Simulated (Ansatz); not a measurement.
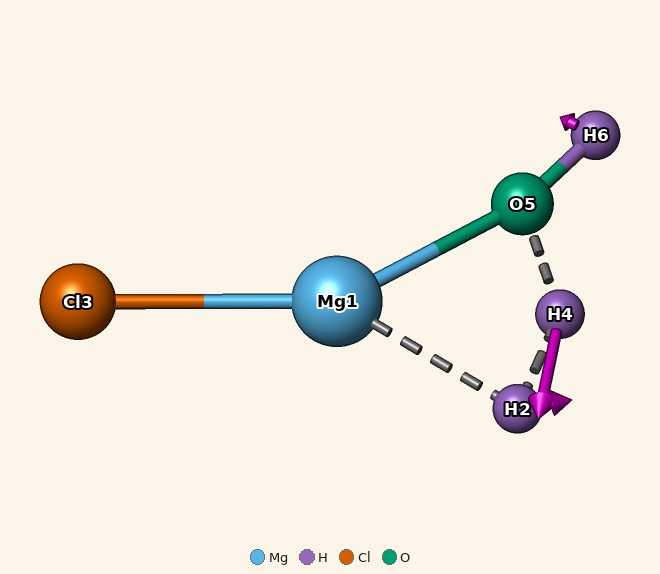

The arrows show one normal mode. Broken sticks mark bonds that form or break. Harmonic vibrations computed with RKS PBE0-D4/def2-TZVP (Ansatz 0.2.0) at a stationary point of the same level. It is a saddle point of order 1.

At what wavenumber does it lie?

Answer. 1098i cm⁻¹; it is mode 1 of 12 counted from the lowest. It is the reaction coordinate: H2–H4 forms (1.07 Å), Mg1–H2 breaks (1.88 Å), H4–O5 breaks (1.20 Å), or the reverse.
